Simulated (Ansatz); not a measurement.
**How fast states decay through Cd4Te3S**

A new crystal, Cd4Te3S: structure, gap and complex bands. It is built by putting Cd for Mg, S for Se in the Mg4Te3Se structure of space group P-4m2, with the volume rescaled by atomic radii. The parent structure comes from the Materials Project.

Calculated with Ansatz 0.2.0; PBE DFT, plane waves, PAW files, in the first sound run; inputs show where later runs differ.

The structure was built from a prototype and need not be the compound's stable phase.

**1. Set-up**

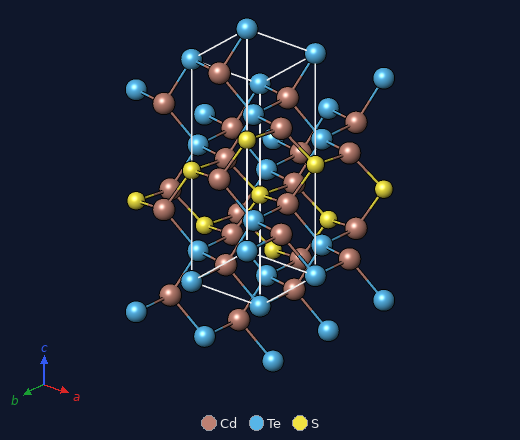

Start, viewed from a free direction; cadmium pink, tellurium blue, sulfur yellow. 2×2×1 cells are drawn. Some periodic images of atoms are drawn too.

**2. Relaxing the new crystal**

The substituted atoms don't fit the parent's cell, so cell and atoms relax together. A small smearing keeps the run stable in case the gap closes on the way.

The input, input.yaml:

```yaml
crystal:
  lattice:
    - [4.4840686144, 0.0, 0.0]
    - [0.0, 4.4840686144, 0.0]
    - [0.0, 0.0, 12.6287077659]
  atoms:
    - { symbol: Cd, position: [0.5, 0.0, 0.60787297] }
    - { symbol: Cd, position: [0.0, 0.5, 0.39212703] }
    - { symbol: Cd, position: [0.5, 0.0, 0.13068306] }
    - { symbol: Cd, position: [0.0, 0.5, 0.86931694] }
    - { symbol: Te, position: [0.5, 0.5, 0.26162424] }
    - { symbol: Te, position: [0.0, 0.0, 0.0] }
    - { symbol: Te, position: [0.5, 0.5, 0.73837576] }
    - { symbol: S, position: [0.0, 0.0, 0.5] }
kpoints:
  mp_grid: { grid: [6, 6, 2] }
scf:
  occupations: { method: gaussian, width: 0.03 }
hamiltonian:
  xc: pbe
output:
  forces: true
  stress: true
relax:
  f_tol: 0.02
  max_steps: 60
  cell: {}
```

Launch:

```sh
> ansatz run input.yaml --threads 2 --pin off --max-ram 4096MiB --backend cpu --events-out ev --progress --plain --runs-dir out
```

Numbers of over 12 decimals in the logs are rounded to 6 here.

The log of the run:

```text
Engine: ansatz 0.2.0, x86_64-unknown-linux-gnu
Pseudopotentials: kind: paw
Pseudopotential: Cd, paw, valence charge 20, recommended cutoff 420 eV (normal), Cd.paw.azcp
Pseudopotential: Te, paw, valence charge 16, recommended cutoff 420 eV (normal), Te.paw.azcp
Pseudopotential: S, paw, valence charge 6, recommended cutoff 420 eV (normal), S.paw.azcp
Functional definition: PBE
  parameter kappa = 0.804
  parameter beta = 0.066725
  exchange = pbe_x(kappa = kappa, mu = beta*pi^2/3)
  correlation = pbe_c(beta = beta)
Crystal: 8 atoms, lattice volume = 253.924 Å³
Basis set: ecut = 420 eV, 4963 PW (Γ), exchange–correlation on 60×60×180 points (8 copies of the dense FFT grid, shifted against one another)
Bands: 81, of which v1, the nominal top of the filled ones, is band 67 counted from 1 (66 counted from 0)
Symmetry: 8 space group operations
Space group: P-4m2 (ITA 115), of the structure as read, at distance tolerance 6.3e-5 Å
k-points: 20 of 72
Non-local potential: Cd, projectors of the file, l = 0: 3, l = 1: 2, l = 2: 2, l = 3: 1
Non-local potential: Te, projectors of the file, l = 0: 2, l = 1: 2, l = 2: 2, l = 3: 2
Non-local potential: S, projectors of the file, l = 0: 2, l = 1: 2, l = 2: 2
PAW form: soft (Blöchl's): semilocal exchange-correlation on the pseudo side does not see the compensation charge
PAW one-centre angular grid: Cd, 590 points (default); XC on 64 Gauss nodes
PAW one-centre angular grid: Te, 590 points (default); XC on 64 Gauss nodes
PAW one-centre angular grid: S, 110 points (default); XC on 64 Gauss nodes
Initial density: superposition of atomic densities (neutral atoms: chi_scale 0, normalization atom), corrected by the library's trained network
Initial wavefunctions: pseudopotential atomic-orbital guess
Functional: x = pbe(κ = 0.804, μ = 0.219515), c = pbe(β = 0.066725)
SCF iter   1: F=—  HF=-54863.523848 eV  |F-HF|=—  |Δ(HF+E_count)|=         —  Δρ=1.22e-3  dr2=9.04e-3  ethr=1.77e-3  ⟨swp⟩=6.5  Hψ=6068  notcnv=0  defer=30
preconditioner: auto → Resta (q_TF=auto, 2.453 Å⁻¹)  ε∞=4.1  [insulator: Δε(μ)=0.678 eV  Ē_g=11.267 eV  σ=0.030 eV  W_gap=1.00  n_scr=64 (ndim 8)  ℏωp=19.8 eV  f_vac=0.175  D(μ)=0.00/eV (n_scr^D=0)  ε∞_Penn≈4.1]
SCF iter   2: F=—  HF=-54863.523969 eV  |F-HF|=—  |Δ(HF+E_count)|=   1.21e-4  Δρ=7.06e-4  dr2=2.85e-3  ethr=6.75e-6  ⟨swp⟩=2.1  Hψ=2739  notcnv=0  defer=117
SCF iter   3: F=—  HF=-54863.523833 eV  |F-HF|=—  |Δ(HF+E_count)|=   1.36e-4  Δρ=3.66e-4  dr2=2.87e-4  ethr=2.13e-6  ⟨swp⟩=2.0  Hψ=2241  notcnv=0  defer=117
SCF iter   4: F=—  HF=-54863.523859 eV  |F-HF|=—  |Δ(HF+E_count)|=   2.63e-5  Δρ=1.17e-4  dr2=5.79e-5  ethr=2.14e-7  ⟨swp⟩=2.0  Hψ=2707  notcnv=0  defer=117
SCF iter   5: F=—  HF=-54863.523843 eV  |F-HF|=—  |Δ(HF+E_count)|=   1.63e-5  Δρ=4.06e-5  dr2=8.37e-6  ethr=4.32e-8  ⟨swp⟩=2.0  Hψ=2149  notcnv=0  defer=117
SCF iter   6: F=—  HF=-54863.523855 eV  |F-HF|=—  |Δ(HF+E_count)|=   1.14e-5  Δρ=1.39e-5  dr2=6.25e-7  ethr=6.25e-9  ⟨swp⟩=2.0  Hψ=2180  notcnv=0  defer=117
SCF iter   7: F=—  HF=-54863.523856 eV  |F-HF|=—  |Δ(HF+E_count)|=   1.07e-6  Δρ=6.38e-6  dr2=1.10e-7  ethr=7.46e-11  ⟨swp⟩=5.0  Hψ=5605  notcnv=0
SCF iter   8: F=-54863.523856 eV  HF=-54863.523856 eV  |F-HF|=3.77e-9  |Δ(HF+E_count)|=   1.03e-7  Δρ=1.61e-6  dr2=9.66e-9  ethr=7.46e-11  ⟨swp⟩=4.0  Hψ=5061  notcnv=0
SCF 1 converged in 8 iterations: F = -54863.523856 eV  dr2 = 9.66e-9
  greatest PAW one-centre occupation: 1.000 electrons in one spin orbital (limit 2), on the Cd atom at site 2 (counted from 0), in its partial waves of l = 0
relax step   1: F+E_penalty+E_count = -54863.52385571 eV  Δ(F+E_penalty+E_count) = +0.000e0 eV  max|allowed force component| = 3.192e-1 eV/Å  Δτ_max = 0.0000 Å  P = +2.382 GPa  Ω = 253.924 Å³  (8 SCF iters, dr2 threshold 1.00e-7 eV, accepted)
Crystal: 8 atoms, lattice volume = 279.115 Å³
Basis set: ecut = 420 eV, 5435 PW (Γ), exchange–correlation on 60×60×180 points (8 copies of the dense FFT grid, shifted against one another)
Initial density: handed on by an earlier stage of this run
Initial wavefunctions: those handed on with the density
iter 1 solved again at ethr=5.42e-5 eV; its pass at ethr=3.10e-3 eV (dr2=7.27e-2 eV) is discarded
SCF iter   1: F=—  HF=-54863.549985 eV  |F-HF|=—  |Δ(HF+E_count)|=         —  Δρ=6.56e-3  dr2=7.53e-2  ethr=5.42e-5  ⟨swp⟩=2.5  Hψ=8456  notcnv=0
preconditioner: auto → Resta (q_TF=auto, 2.414 Å⁻¹)  ε∞=4.0  [insulator: Δε(μ)=0.333 eV  Ē_g=10.904 eV  σ=0.030 eV  W_gap=1.00  n_scr=74 (ndim 8)  ℏωp=18.9 eV  f_vac=0.205  D(μ)=0.00/eV (n_scr^D=0)  ε∞_Penn≈4.0]
SCF iter   2: F=—  HF=-54863.538059 eV  |F-HF|=—  |Δ(HF+E_count)|=   1.19e-2  Δρ=3.29e-3  dr2=1.84e-2  ethr=5.42e-5  ⟨swp⟩=2.0  Hψ=2535  notcnv=0
SCF iter   3: F=—  HF=-54863.539256 eV  |F-HF|=—  |Δ(HF+E_count)|=   1.20e-3  Δρ=7.02e-4  dr2=1.91e-3  ethr=1.38e-5  ⟨swp⟩=2.4  Hψ=2600  notcnv=0
SCF iter   4: F=—  HF=-54863.539945 eV  |F-HF|=—  |Δ(HF+E_count)|=   6.89e-4  Δρ=2.96e-4  dr2=3.88e-4  ethr=1.43e-6  ⟨swp⟩=2.1  Hψ=2326  notcnv=0
SCF iter   5: F=—  HF=-54863.540266 eV  |F-HF|=—  |Δ(HF+E_count)|=   3.21e-4  Δρ=9.38e-5  dr2=3.20e-5  ethr=2.89e-7  ⟨swp⟩=2.0  Hψ=2339  notcnv=0
SCF iter   6: F=—  HF=-54863.540330 eV  |F-HF|=—  |Δ(HF+E_count)|=   6.41e-5  Δρ=2.50e-5  dr2=3.60e-6  ethr=2.39e-8  ⟨swp⟩=2.0  Hψ=2326  notcnv=0
SCF iter   7: F=-54863.540337 eV  HF=-54863.540337 eV  |F-HF|=3.79e-7  |Δ(HF+E_count)|=   6.27e-6  Δρ=1.06e-5  dr2=6.91e-7  ethr=5.97e-10  ⟨swp⟩=5.0  Hψ=5318  notcnv=0
SCF 2 converged in 7 iterations: F = -54863.540337 eV  dr2 = 6.91e-7
  greatest PAW one-centre occupation: 1.000 electrons in one spin orbital (limit 2), on the Cd atom at site 3 (counted from 0), in its partial waves of l = 0
relax step   2: F+E_penalty+E_count = -54863.54033698 eV  Δ(F+E_penalty+E_count) = -1.648e-2 eV  max|allowed force component| = 3.200e-1 eV/Å  Δτ_max = 0.1538 Å  P = -1.512 GPa  Ω = 279.115 Å³  energy of the carried Pulay correction = -5.386e-3 eV  (7 SCF iters, dr2 threshold 8.00e-7 eV, accepted)
Crystal: 8 atoms, lattice volume = 269.301 Å³
Basis set: ecut = 420 eV, 5315 PW (Γ), exchange–correlation on 60×60×180 points (8 copies of the dense FFT grid, shifted against one another)
iter 1 solved again at ethr=1.54e-5 eV; its pass at ethr=3.10e-3 eV (dr2=2.07e-2 eV) is discarded
SCF iter   1: F=—  HF=-54863.640903 eV  |F-HF|=—  |Δ(HF+E_count)|=         —  Δρ=3.73e-3  dr2=2.14e-2  ethr=1.54e-5  ⟨swp⟩=2.8  Hψ=7801  notcnv=0
preconditioner: auto → Resta (q_TF=auto, 2.429 Å⁻¹)  ε∞=4.0  [insulator: Δε(μ)=0.485 eV  Ē_g=11.029 eV  σ=0.030 eV  W_gap=1.00  n_scr=64 (ndim 8)  ℏωp=19.2 eV  f_vac=0.185  D(μ)=0.00/eV (n_scr^D=0)  ε∞_Penn≈4.0]
SCF iter   2: F=—  HF=-54863.637159 eV  |F-HF|=—  |Δ(HF+E_count)|=   3.74e-3  Δρ=1.89e-3  dr2=5.24e-3  ethr=1.54e-5  ⟨swp⟩=2.0  Hψ=2396  notcnv=0
SCF iter   3: F=—  HF=-54863.637287 eV  |F-HF|=—  |Δ(HF+E_count)|=   1.27e-4  Δρ=3.70e-4  dr2=5.45e-4  ethr=3.91e-6  ⟨swp⟩=2.0  Hψ=2087  notcnv=0
SCF iter   4: F=—  HF=-54863.637398 eV  |F-HF|=—  |Δ(HF+E_count)|=   1.11e-4  Δρ=1.42e-4  dr2=1.09e-4  ethr=4.06e-7  ⟨swp⟩=2.0  Hψ=2235  notcnv=0
SCF iter   5: F=—  HF=-54863.637421 eV  |F-HF|=—  |Δ(HF+E_count)|=   2.34e-5  Δρ=4.63e-5  dr2=6.87e-6  ethr=8.11e-8  ⟨swp⟩=2.0  Hψ=2340  notcnv=0
SCF iter   6: F=-54863.637434 eV  HF=-54863.637433 eV  |F-HF|=9.18e-7  |Δ(HF+E_count)|=   1.16e-5  Δρ=1.38e-5  dr2=7.86e-7  ethr=5.97e-10  ⟨swp⟩=3.0  Hψ=6086  notcnv=0
SCF 3 converged in 6 iterations: F = -54863.637434 eV  dr2 = 7.86e-7
relax step   3: F+E_penalty+E_count = -54863.63743351 eV  Δ(F+E_penalty+E_count) = -9.710e-2 eV  max|allowed force component| = 4.422e-3 eV/Å  Δτ_max = 0.0887 Å  P = -0.253 GPa  Ω = 269.301 Å³  energy of the carried Pulay correction = -3.388e-3 eV  (6 SCF iters, dr2 threshold 8.00e-7 eV, accepted)
[...]
relax step   4: F+E_penalty+E_count = -54863.63920765 eV  Δ(F+E_penalty+E_count) = -1.774e-3 eV  max|allowed force component| = 6.046e-3 eV/Å  Δτ_max = 0.0016 Å  P = -0.008 GPa  Ω = 267.567 Å³  energy of the carried Pulay correction = -3.022e-3 eV  (5 SCF iters, dr2 threshold 1.63e-7 eV, accepted)
Basis set: ecut = 420 eV, 5251 PW (Γ), exchange–correlation on 64×64×180 points (8 copies of the dense FFT grid, shifted against one another)
Initial wavefunctions: pseudopotential atomic-orbital guess (no wavefunctions were taken with the density)
iter 1 solved again at ethr=1.91e-7 eV; its pass at ethr=3.10e-3 eV (dr2=2.56e-4 eV) is discarded
SCF iter   1: F=—  HF=-54863.637465 eV  |F-HF|=—  |Δ(HF+E_count)|=         —  Δρ=2.26e-4  dr2=7.08e-6  ethr=1.91e-7  ⟨swp⟩=3.8  Hψ=10503  notcnv=0
preconditioner: auto → Resta (q_TF=auto, 2.431 Å⁻¹)  ε∞=4.0  [insulator: Δε(μ)=0.508 eV  Ē_g=11.049 eV  σ=0.030 eV  W_gap=1.00  n_scr=64 (ndim 8)  ℏωp=19.3 eV  f_vac=0.188  D(μ)=0.00/eV (n_scr^D=0)  ε∞_Penn≈4.0]
SCF iter   2: F=—  HF=-54863.640905 eV  |F-HF|=—  |Δ(HF+E_count)|=   3.44e-3  Δρ=1.12e-4  dr2=1.67e-6  ethr=5.28e-9  ⟨swp⟩=2.0  Hψ=2880  notcnv=0
SCF iter   3: F=—  HF=-54863.641977 eV  |F-HF|=—  |Δ(HF+E_count)|=   1.07e-3  Δρ=2.23e-5  dr2=8.35e-8  ethr=1.24e-9  ⟨swp⟩=2.0  Hψ=2320  notcnv=0
SCF iter   4: F=—  HF=-54863.642017 eV  |F-HF|=—  |Δ(HF+E_count)|=   3.95e-5  Δρ=1.54e-6  dr2=1.64e-9  ethr=6.23e-11  ⟨swp⟩=2.2  Hψ=2868  notcnv=0
SCF iter   5: F=—  HF=-54863.642017 eV  |F-HF|=—  |Δ(HF+E_count)|=   6.18e-8  Δρ=2.72e-7  dr2=1.98e-10  ethr=1.22e-12  ⟨swp⟩=2.1  Hψ=2421  notcnv=0
SCF iter   6: F=-54863.642017 eV  HF=-54863.642017 eV  |F-HF|=0.00e0  |Δ(HF+E_count)|=  8.15e-10  Δρ=6.21e-8  dr2=3.08e-11  ethr=1.00e-12  ⟨swp⟩=5.0  Hψ=5205  notcnv=0
SCF 5 converged in 6 iterations: F = -54863.642017 eV  dr2 = 3.08e-11
relax step   5: F+E_penalty+E_count = -54863.64201665 eV  Δ(F+E_penalty+E_count) = -2.809e-3 eV  max|allowed force component| = 6.082e-3 eV/Å  Δτ_max = 0.0000 Å  P = -0.014 GPa  Ω = 267.567 Å³  stress off target by 2.43e-2 GPa  SCF on the basis re-selected at this cell (its energy is not comparable with the rows above)  (6 SCF iters)
basis re-selected at this cell: Δ(F+E_penalty+E_count) = -2.809e-3 eV, ΔP = -0.006 GPa vs the last step (what re-selecting the basis moved, of the pressure what is left beyond the Pulay correction that the steps carried, after the strain that the cell walked since its last selection, with what the two solves' SCF thresholds leave and, on support functions, any second-order correction that the steps lacked; it is no measure of the basis error at this ecutwfc). The dense FFT grid was sized anew with the basis: this SCF ran on 32×32×90 points, the steps before it on 30×30×90, so part of this shift can come from that change (see relax.cell in the input reference). [rest of the remark cut]
SCF converged after 6 iterations
Free energy (F): -54863.642017 eV
Harris-Foulkes:  -54863.642017 eV  (|F-HF|=0.00e0)
Internal energy: -54863.642017 eV  (E = F + TS)
E sigma→0 (E₀):  -54863.642017 eV
Fermi energy:    6.951036 eV
--- Per-component energies (eV) ---
  E_band       = -2955.830012
  E_kinetic    = 2664.109624
  E_local      = -20688.339435  (includes V_loc(G=0)·N_el)
  E_nonlocal   = -767.877722
  E_hartree    = 10213.947132
  E_xc         = -1174.601201
  E_vxc        = -1283.163867  (∫ρ·V_xc dr)
  E_paw        = -30922.132040  (= ΣΔE_a)
  E_vpaw       = -3308.452699  (= ΣTr[D̂ρ^β])
  E_aug_tail   = -0.000479  (compensation charges beyond the density's cutoff)
  E_ewald      = -14188.747896
  E_smearing   = -0.000000  (= −TS)
  E_closure    = 0.000000  (closes the sum)
  Σ components = -54863.642017   (vs F -54863.642017, Δ=0.00e0)
--- Forces (eV/Å), atoms counted from 1 ---
  atom   1  Cd     0.00000000     0.00000000    -0.00033391
  atom   2  Cd     0.00000000    -0.00000000     0.00033391
  atom   3  Cd     0.00000000    -0.00000000    -0.00014768
  atom   4  Cd     0.00000000     0.00000000     0.00014768
  atom   5  Te    -0.00000000     0.00000000    -0.00608243
  atom   6  Te    -0.00000000     0.00000000     0.00000000
  atom   7  Te    -0.00000000     0.00000000     0.00608243
  atom   8  S     -0.00000000     0.00000000     0.00000000
  max |Σ_I F_I| component: 5.23e-17 eV/Å
--- Stress (GPa, compression-positive) ---
       -0.008388       0.000000       0.000000
        0.000000      -0.008388       0.000000
        0.000000       0.000000      -0.024285
  P = ⅓ Tr σ = -0.0137 GPa (-0.137 kbar)
--- Relaxed structure (4 steps of the walk, 4 accepted, 1 SCFs on fresh bases) ---
  F+E_penalty+E_count = -54863.64201665 eV   max|allowed force component| = 6.082e-3 eV/Å   (the final SCF, on the basis selected at the relaxed cell)
  cell:  # Å, volume = 267.5674 Å³
    - [4.567345, 0, 4.985627429431418e-18]
    - [0, 4.567345, 0]
    - [1.4041273060307395e-17, 0, 12.826425]
  atoms:
    - { symbol: Cd, position: [0.500000, 0, 0.602666] }
    - { symbol: Cd, position: [-4.070164928209221e-19, 0.500000, 0.397334] }
    - { symbol: Cd, position: [0.500000, 0, 0.133003] }
    - { symbol: Cd, position: [1.813251753841776e-19, 0.500000, 0.866997] }
    - { symbol: Te, position: [0.500000, 0.500000, 0.265380] }
    - { symbol: Te, position: [0, 0, 1.3736349816098332e-19] }
    - { symbol: Te, position: [0.500000, 0.500000, 0.734620] }
    - { symbol: S, position: [0, 0, 0.5] }
```

Run time: 18 s. Hardware: 2 threads of AMD EPYC 9R45, shared host; peak memory 0.79 GiB; 35 s of CPU time.

Step by step:

| step | energy less that of the first step (eV) | largest force component (eV/Å) | pressure (GPa) | volume (Å³) |
| --- | --- | --- | --- | --- |
| 1 | 0.0000 | 0.3192 | 2.38 | 253.92 |
| 2 | -0.0165 | 0.3200 | -1.51 | 279.12 |
| 3 | -0.1136 | 0.0044 | -0.25 | 269.30 |
| 4 | -0.1154 | 0.0060 | -0.01 | 267.57 |
| 5* | -0.1182 | 0.0061 | -0.01 | 267.57 |

Relaxation steps marked * repeat the geometry before them on a plane-wave basis chosen anew for their cell, so energy and pressure can jump there.

Forces are held to the 8 operations that the run works with; a distortion that breaks them can't arise in this run.

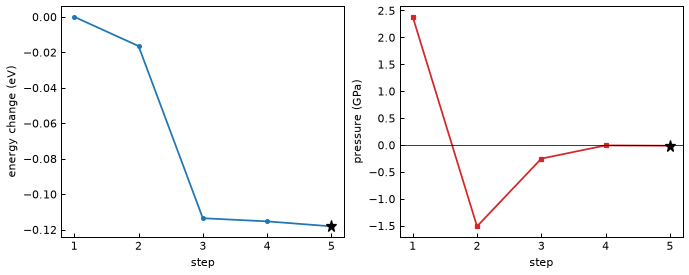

Energy and pressure along the relaxation. Stars mark steps on a basis chosen anew.

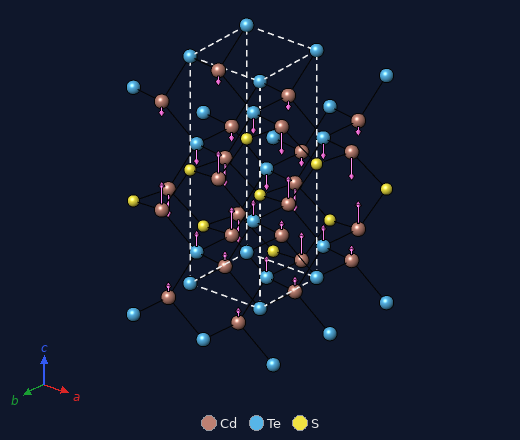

Displacements in the relaxation, exaggerated, measured against the changing cell; the longest in the cell stands for 0.07 Å. 2×2×1 cells are drawn. Some periodic images of atoms are drawn too.

| conventional cell, symmetrised | before | after | change |
| --- | --- | --- | --- |
| a (Å) | 4.484 | 4.567 | +1.9 % |
| b (Å) | 4.484 | 4.567 | +1.9 % |
| c (Å) | 12.629 | 12.826 | +1.6 % |
| volume (Å³/atom) | 31.74 | 33.45 | +5.4 % |

The atoms that moved most (Å, as changes of fractional coordinates times the final cell):

| atom | dx | dy | dz | length |
| --- | --- | --- | --- | --- |
| Cd1 | 0.000 | 0.000 | -0.067 | 0.067 |
| Cd2 | 0.000 | 0.000 | 0.067 | 0.067 |
| Te5 | 0.000 | 0.000 | 0.048 | 0.048 |
| Te7 | 0.000 | 0.000 | -0.048 | 0.048 |
| Cd3 | 0.000 | 0.000 | 0.030 | 0.030 |
| Cd4 | 0.000 | 0.000 | -0.030 | 0.030 |

Numbers from this step:

- free energy: -54863.6420 eV
- Fermi energy: 6.951 eV
- pressure: -0.01369 GPa

The largest force component on a free atom ends at 0.0061 eV/Å.

**3. The bulk crystal and its band edges**

The energy window and the wavevectors of the next steps follow from the band edges, so these are searched first, off the mesh as well.

The input, input.yaml:

```yaml
crystal:
  lattice:
    - [4.5673450938, 0.0, 0.0]
    - [0.0, 4.5673450938, 0.0]
    - [0.0, 0.0, 12.8264247895]
  atoms:
    - { symbol: Cd, position: [0.5, 0.0, 0.6026661195] }
    - { symbol: Cd, position: [0.0, 0.5, 0.3973338805] }
    - { symbol: Cd, position: [0.5, 0.0, 0.1330027033] }
    - { symbol: Cd, position: [0.0, 0.5, 0.8669972967] }
    - { symbol: Te, position: [0.5, 0.5, 0.2653801456] }
    - { symbol: Te, position: [0.0, 0.0, 0.0] }
    - { symbol: Te, position: [0.5, 0.5, 0.7346198544] }
    - { symbol: S, position: [0.0, 0.0, 0.5] }
kpoints:
  mp_grid: { grid: [6, 6, 2] }
  band_path: { path: [VBM, CBM], npoints: 30 }
scf:
  occupations: { method: fixed }
hamiltonian:
  xc: pbe
output:
  eigenvalues: true
  write_potential: true
  write_density: true
  volumetric_format: npy
```

The log of the run:

```text
[...]
Crystal: 8 atoms, lattice volume = 267.567 Å³
Basis set: ecut = 420 eV, 5251 PW (Γ)
Bands: 81, of which v1, the nominal top of the filled ones, is band 67 counted from 1 (66 counted from 0)
Symmetry: 8 space group operations
[...]
k-points: 20 of 72
[...]
SCF iter   1: F=—  HF=-54863.642099 eV  |F-HF|=—  |Δ(HF+E_count)|=         —  Δρ=1.27e-3  dr2=1.10e-2  ethr=1.77e-3  ⟨swp⟩=5.0  Hψ=4942  notcnv=0  defer=227
[...]
SCF iter   7: F=-54863.642136 eV  HF=-54863.642136 eV  |F-HF|=3.18e-8  |Δ(HF+E_count)|=   7.56e-7  Δρ=3.95e-6  dr2=3.91e-8  ethr=7.46e-11  ⟨swp⟩=11.7  Hψ=7477  notcnv=0
SCF 1 converged in 7 iterations: F = -54863.642136 eV  dr2 = 3.91e-8
[...]
NSCF: frozen V_eff on 40 k-points
[...]
SCF converged after 7 iterations
Free energy (F): -54863.642136 eV
[...]
Internal energy: -54863.642136 eV  (E = F + TS)
E sigma→0 (E₀):  -54863.642136 eV
Fermi energy:    6.696739 eV
[...]
--- Band table (eV; the first three rows and the last of 20) ---
  k-point 0: bands = [... 63 lower, 5.9169, 6.5540, 6.6967, 6.6967, 7.2042, 9.3788, 9.5479, 9.7200, ... 10 higher]
  k-point 1: bands = [... 63 lower, 6.2185, 6.2185, 6.5285, 6.5285, 8.4227, 8.4960, 9.5076, 9.7221, ... 10 higher]
  k-point 2: bands = [... 63 lower, 5.7935, 5.9834, 6.2675, 6.6417, 8.2089, 9.3594, 9.6113, 9.7642, ... 10 higher]
  k-point 19: bands = [... 63 lower, 4.7812, 4.7812, 4.8892, 4.9501, 9.8835, 9.8835, 10.0448, 10.1384, ... 10 higher]
```

It took 29 s on 2 threads; peak memory 0.86 GiB; 58 s of CPU time.

Reading the cycles: dr2 is the Hartree energy of the density residual (eV), the measure of convergence; HF is the Harris–Foulkes estimate of the energy, which meets the free energy F at convergence.

This step gave:

```yaml
free_energy: -54863.6421 eV
fermi_energy: 6.697 eV
gap_on_the_k_mesh: 0.5074 eV
gap_on_path: 0.5074 eV, by band count; negative where bands overlap
direct_gap_on_path: 0.5074 eV
edge_places_on_path: 0, 0 1/A along the path
```

Levels at VBM (eV): -7.99, -7.99, -7.94, -7.92, -7.91, -7.90, -7.90, -7.85, -7.84, -7.83, -7.82, -7.80, -7.75, -7.74, -7.37, -4.02, -2.72, -2.43, -2.07, -2.07, -1.13, -1.13, -0.78, -0.78, -0.14, 0.00, 0.00, 0.51, 2.68, 2.85, 3.02, 3.07, 3.48, 3.66, 4.98, 4.98, 5.04, 6.39, 6.39, 6.92.

The searched edges give 0.507 eV, as on the mesh.

(Part 1 of 2 ends here.)

[Logs are printed without paths, hosts, clocks, repeated set-up lines and the standing remarks that a program may print on its own settings, such as how far it seeks lower states.]

[Hosts, paths, dates, database ids (printed as entryN), source tags and the programs' standing remarks are cut or masked in the printed files.]

[New means built here by substitution; the compound itself may be known and measured.]
